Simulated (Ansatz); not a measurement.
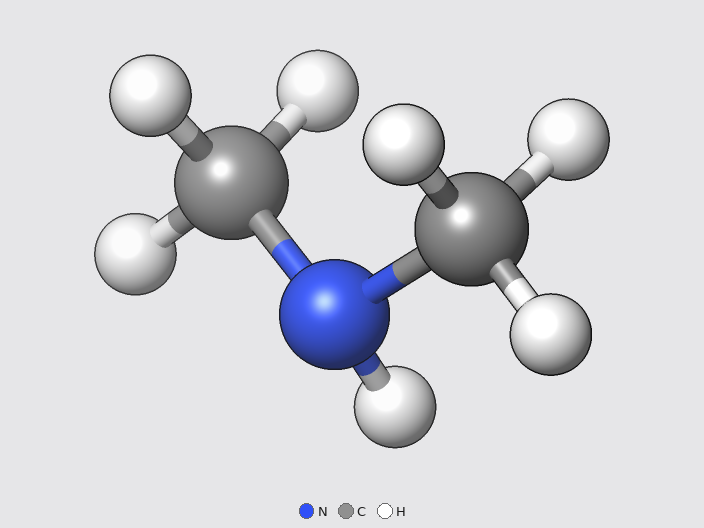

The picture shows a molecular structure as a ball-and-stick model. Every bond is drawn as one stick, whatever its order.

Computed geometry: PBE0-D4/def2-TZVP optimisation.

Question: Give the formula.

Answer: C₂H₇N, 10 atoms: 2 carbon, 7 hydrogen and 1 nitrogen.

Question: Give the symmetry (Schoenflies symbol).

Answer: Cs.

Question: How many bonds of each kind are drawn?

Answer: 6 C–H, 2 C–N, 1 N–H. Sticks follow a distance rule.

The parts below concern this one geometry. Atoms keep their numbers from picture to picture.

Geometry

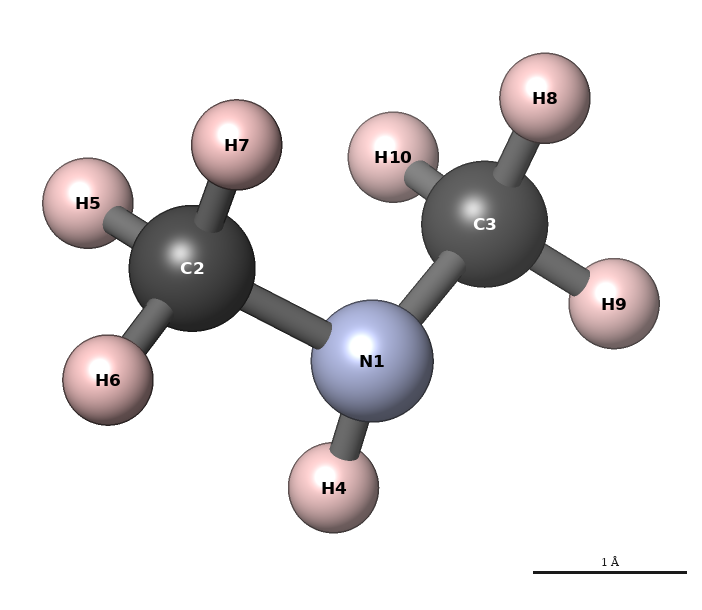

Atoms carry their numbers in the input.

Estimate the angles C2–N1–C3, C2–N1–H4, N1–C2–H7, N1–C2–H6, N1–C2–H5.

```
   angle  degrees
C2–N1–C3    112.8
C2–N1–H4    109.8
N1–C2–H7    109.4
N1–C2–H6    110.0
N1–C2–H5    114.0
```

Electronic properties

Method: RKS PBE0-D4/def2-TZVP (Ansatz 0.2.0).

Computed properties:

- dipole moment: 0.96 D
- dispersion correction: −9.7 kJ/mol

Charges

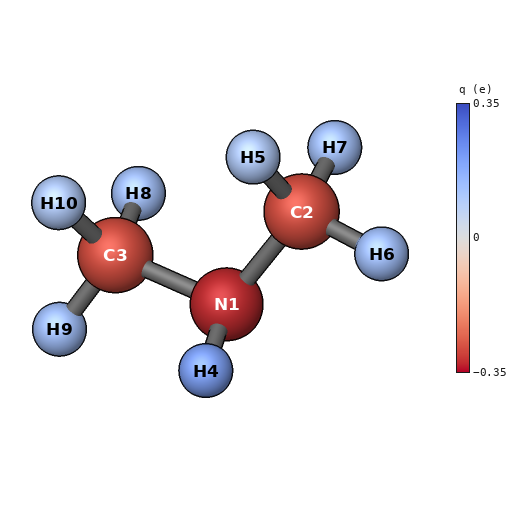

Atoms are coloured by their Mulliken charges. Properties computed with RKS PBE0-D4/def2-TZVP (Ansatz 0.2.0).

Question: Which atom carries the highest charge (most positive or least negative)?

Answer: H4 (0.20 e).

Question: And the lowest?

Answer: N1 (−0.32 e).

Give the Mulliken charges atom by atom.

```csv
atom,value (e)
N1,−0.32
C2,−0.28
C3,−0.28
H4,0.20
H5,0.10
H6,0.13
H7,0.12
H8,0.12
H9,0.13
H10,0.10
```

Vibrations

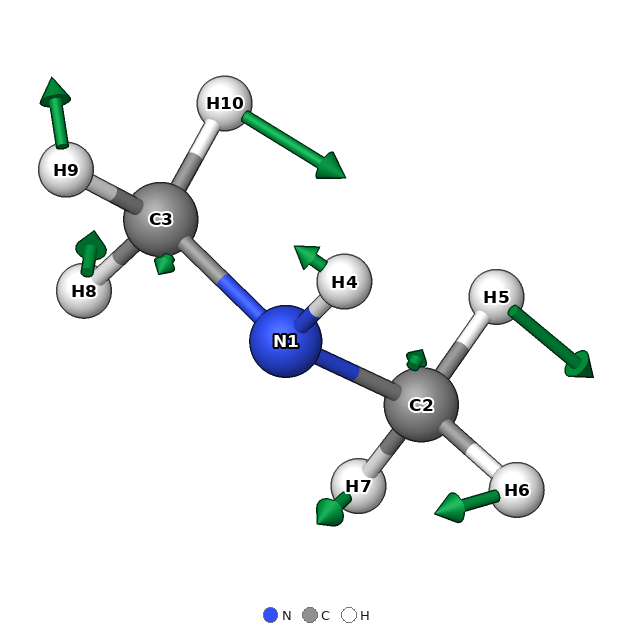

The arrows show one normal mode. Harmonic vibrations computed with RKS PBE0-D4/def2-TZVP (Ansatz 0.2.0) at a stationary point of the same level.

Question: Describe the motion.

Answer: Mostly H–C–N bending.

Question: Estimate its harmonic wavenumber.

Answer: 1102 cm⁻¹; it is mode 7 of 24 counted from the lowest.

Mulliken values depend strongly on the basis set and can even reverse the polarity of a bond.
